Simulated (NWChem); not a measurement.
# One shape, several levels: CN− (cyanide)

Wanted: a comparison of 3 runs (BLYP/aug-cc-pVTZ, M06-2X/aug-cc-pVTZ, PBE0/aug-cc-pVTZ) of CN− (cyanide). 

The calculation is run with NWChem 7.3.0.

## 1. The structure to begin with

The species is CN− (2 atoms), meant as a singlet with charge -1. SMILES: `[C-]#N`. The coordinates come from a PBE0-D4/def2-TZVPD relaxation.

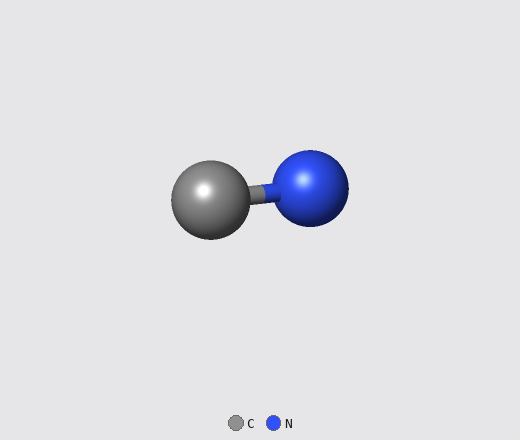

Viewed from a chosen angle; carbon grey, nitrogen blue.

## 2. Energy and gradient at BLYP/aug-cc-pVTZ (run 1)

The input, run.py:

```python
from ase import Atoms
from ase.calculators.nwchem import NWChem

mol = Atoms(['C', 'N'], positions=[
    [0.499700, -0.161700, 0.257300],
    [-0.499700, 0.161700, -0.257300],
])

calc = NWChem(
    label='cn',
    theory='dft',
    memory='2200 mb',
    basis='aug-cc-pVTZ',
    basispar='spherical bse',
    charge=-1,
    dft={'xc': 'becke88 lyp', 'mult': '1', 'grid': 'fine', 'convergence': 'energy 1e-08', 'iterations': '100', 'mulliken': None, 'print': 'low'},
)
mol.calc = calc

forces = mol.get_forces()
print("Total energy (eV):", round(mol.get_potential_energy(), 6))
print("forces (eV/A):")
for s, f in zip(mol.symbols, forces):
    print(f"{s:2s} {f[0]:10.5f} {f[1]:10.5f} {f[2]:10.5f}")
```

Started as:

```
$ export ASE_NWCHEM_COMMAND="nwchem PREFIX.nwi > PREFIX.nwo"
$ python run.py
```

Standard output:

```text
Total energy (eV): -2527.294534
forces (eV/A):
C     1.10753   -0.35841    0.57027
N    -1.10753    0.35841   -0.57027
```

The calculator wrote cn.nwi:

```
title "cn"

permanent_dir cn

scratch_dir cn

start cn

geometry units angstrom nocenter noautosym noautoz
  C  4.9969999999999998e-01 -1.6170000000000001e-01 2.5729999999999997e-01
  N  -4.9969999999999998e-01 1.6170000000000001e-01 -2.5729999999999997e-01
end

charge -1

memory 2200 mb

basis spherical bse noprint
   * library aug-cc-pVTZ
end

dft
  xc becke88 lyp
  mult 1
  grid fine
  convergence energy 1e-08
  iterations 100
  mulliken
  print low
end

task dft gradient
```

cn.nwo, shortened:

```text
[...]
         Total DFT energy =      -92.876361836881
      One electron energy =     -166.616515660419
           Coulomb energy =       67.144540425681
    Exchange-Corr. energy =      -12.405344260322
 Nuclear repulsion energy =       19.000957658179
[... 3 lines left out ...]
     Total iterative time =     14.1s
[...]
      Total Density - Mulliken Population Analysis
     ---------------------------------------------
    Atom       Charge   Shell Charges
 -----------   ------   -------------------------------------------------------
    1 C    6     6.87   1.97  0.23  0.86  0.75  0.46  0.80  1.19  0.49  0.05  0.02  0.03  0.00  0.01 -0.00
    2 N    7     7.13   1.95  0.25  0.94  0.48 -0.09  1.01  1.59  0.87  0.10  0.01  0.02  0.00  0.00 -0.00
[...]
                         DFT ENERGY GRADIENTS
    atom               coordinates                        gradient
                 x          y          z           x          y          z
   1 C       0.944296  -0.305569   0.486226   -0.021538   0.006970  -0.011090
   2 N      -0.944296   0.305569  -0.486226    0.021538  -0.006970   0.011090
 Task  times  cpu:       25.1s     wall:       25.1s
 Total times  cpu:       25.2s     wall:       25.2s
```

Wall time 27 s (1 thread of Intel Xeon Platinum 8259CL at 2.50GHz (Skylake/Cascade Lake), shared host); peak memory 0.12 GiB.

## 3. Energy and gradient at M06-2X/aug-cc-pVTZ (run 2)

The input, a.nw:

```
start a
memory total 2200 mb
charge -1
geometry units atomic noautosym nocenter noautoz
  C      0.94429614    -0.30556871     0.48622653
  N     -0.94429614     0.30556871    -0.48622653
end
basis spherical bse
  * library aug-cc-pVTZ
end
dft
  xc m06-2x
  mult 1
  grid fine
  convergence energy 1e-08
  maxiter 100
  mulliken
end
task dft gradient
```

Started as:

```
$ nwchem a.nw > a.out
```

Standard output:

```text
[...]
          Wavefunction type:  closed shell.
          No. of atoms     :     2
          No. of electrons :    14
[...]
          Charge           :    -1
          Spin multiplicity:     1
[...]
          AO basis - number of functions:    92
[...]
              XC Information
              --------------
                       M06-2X Method XC Functional
                     Hartree-Fock (Exact) Exchange  0.540
                        M06-2X Exchange Functional  1.000
                      M06-2X Correlation Potential  1.000
[...]
 d= 0,ls=0.0,diis     1    -92.6155230562 -1.12D+02  7.51D-02  2.01D+00     1.9
[...]
 d= 0,ls=0.0,diis    11    -92.8608997413 -2.03D-10  1.25D-07  8.28D-11    18.3
         Total DFT energy =      -92.860899741251
      One electron energy =     -166.623809964506
           Coulomb energy =       67.159661068045
    Exchange-Corr. energy =      -12.397707235589
 Nuclear repulsion energy =       19.000956390799
[...]
      Total Density - Mulliken Population Analysis
     ---------------------------------------------
    Atom       Charge   Shell Charges
 -----------   ------   -------------------------------------------------------
    1 C    6     6.79   1.96  0.21  0.90  0.81  0.33  0.76  1.21  0.49  0.03  0.03  0.04  0.01  0.01  0.00
    2 N    7     7.21   1.96  0.24  0.97  0.53 -0.04  0.97  1.62  0.86  0.08  0.01  0.02  0.00  0.00 -0.00
[...]
  wavefunction    = closed shell
                         DFT ENERGY GRADIENTS
    atom               coordinates                        gradient
                 x          y          z           x          y          z
   1 C       0.944296  -0.305569   0.486227    0.003572  -0.001156   0.001840
   2 N      -0.944296   0.305569  -0.486227   -0.003572   0.001156  -0.001840
[...]
```

Wall time 29 s (1 thread of Intel Xeon Platinum 8259CL at 2.50GHz (Skylake/Cascade Lake), shared host); peak memory 0.12 GiB.

## 4. Energy and forces at PBE0/aug-cc-pVTZ (run 3)

The input, run.py:

```python
from ase import Atoms
from ase.calculators.nwchem import NWChem

molecule = Atoms(['C', 'N'], positions=[
    [0.499700, -0.161700, 0.257300],
    [-0.499700, 0.161700, -0.257300],
])

calc = NWChem(
    label='cn',
    theory='dft',
    memory='2200 mb',
    basis='aug-cc-pVTZ',
    basispar='spherical bse',
    charge=-1,
    dft={'xc': 'pbe0', 'mult': '1', 'grid': 'fine', 'convergence': 'energy 1e-08', 'iterations': '100', 'mulliken': None},
)
molecule.calc = calc

forces = molecule.get_forces()
e = molecule.get_potential_energy()
print(f"E = {e:.6f} eV")
print("forces (eV/A):")
for s, f in zip(molecule.symbols, forces):
    print(f"{s:2s} {f[0]:10.5f} {f[1]:10.5f} {f[2]:10.5f}")
print("dipole (e A):", molecule.get_dipole_moment().round(4))
```

Started as:

```
$ export ASE_NWCHEM_COMMAND="nwchem PREFIX.nwi > PREFIX.nwo"
$ python run.py
```

Standard output:

```text
E = -2524.522955 eV
forces (eV/A):
C     0.12994   -0.04206    0.06690
N    -0.12994    0.04206   -0.06690
dipole (e A): [-0.0748  0.0242 -0.0385]
```

The calculator wrote cn.nwi:

```
title "cn"

permanent_dir cn

scratch_dir cn

start cn

geometry units angstrom nocenter noautosym noautoz
  C  4.9969999999999998e-01 -1.6170000000000001e-01 2.5729999999999997e-01
  N  -4.9969999999999998e-01 1.6170000000000001e-01 -2.5729999999999997e-01
end

charge -1

memory 2200 mb

basis spherical bse noprint
   * library aug-cc-pVTZ
end

dft
  xc pbe0
  mult 1
  grid fine
  convergence energy 1e-08
  iterations 100
  mulliken
end

task dft gradient
```

cn.nwo, shortened:

```text
[...]
         Total DFT energy =      -92.774508176038
[...]
  wavefunction    = closed shell
                         DFT ENERGY GRADIENTS
    atom               coordinates                        gradient
                 x          y          z           x          y          z
   1 C       0.944296  -0.305569   0.486226   -0.002527   0.000818  -0.001301
   2 N      -0.944296   0.305569  -0.486226    0.002527  -0.000818   0.001301
[...]
```

Run time: 27 s. Hardware: 1 thread of Intel Xeon Platinum 8259CL at 2.50GHz (Skylake/Cascade Lake), shared host; peak memory 0.12 GiB.

## 5. Overview of the runs

```tsv
run	level	energy (Eh)	largest force (eV/Å)	wall time
1	BLYP/aug-cc-pVTZ	-92.876362	1.296	27 s
2	M06-2X/aug-cc-pVTZ	-92.860900	0.215	29 s
3	PBE0/aug-cc-pVTZ	-92.774508	0.152	27 s
```

## 6. Results

```
                                                    quantity         value
                                         run 3: total energy  -92.77451 Eh
                                          run 3: HOMO energy      -1.41 eV
                                          run 3: LUMO energy       4.81 eV
run 3: HOMO–LUMO gap (to an unbound level, set by the basis)       6.23 eV
                             run 3: largest force on an atom    0.152 eV/Å
```

Totals of different functionals can't be ranked against each other. All runs together took 83 s, the longest 29 s.
